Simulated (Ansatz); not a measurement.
```xyz
10

Zn    0.0724   -2.0592   -0.8020
F     0.3305   -2.0413    0.9540
O    -0.0716   -2.2729   -2.5471
H    -0.5778   -0.0915    1.2700
O    -0.7718    0.6277    0.6523
C     0.1915    1.6271    0.8339
H    -0.5482   -1.5579   -2.9821
H     0.1072    2.1116    1.8244
H     1.2259    1.2498    0.7253
H     0.0417    2.4065    0.0716
```

Not at a stationary point (largest force 0.6 eV/Å).

These are results of UKS PBE0/def2-SVP in Ansatz, not measurements.

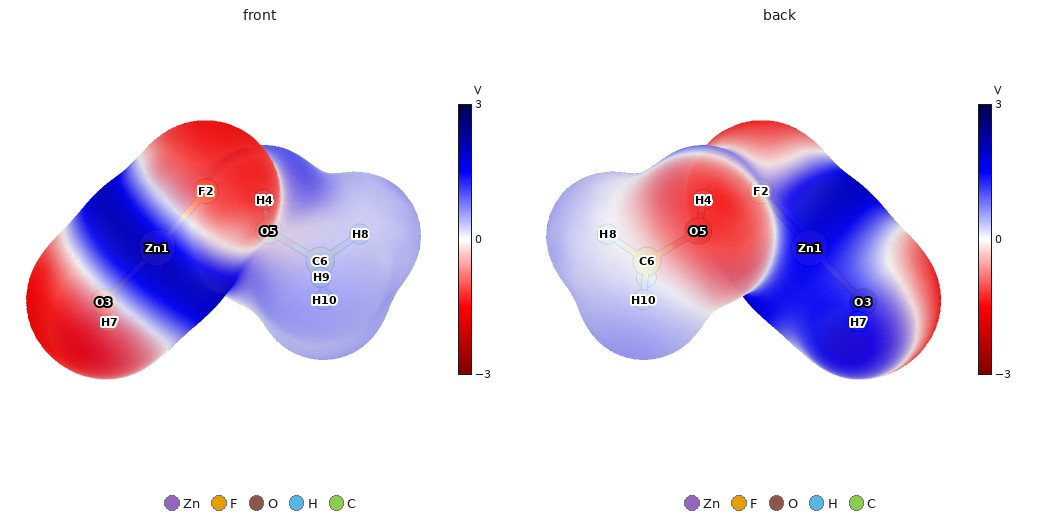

FHOZn···CH₄O. The molecular electrostatic potential painted on the density surface at 0.001 e/bohr³, seen from the front and from behind; red is negative and blue positive.

Q: Where is the surface potential most negative and most positive?

A: The most negative region (about −1.6 V) lies over O3, the most positive (about +2.0 V) over Zn1. O3 is the likeliest acceptor of a hydrogen bond.
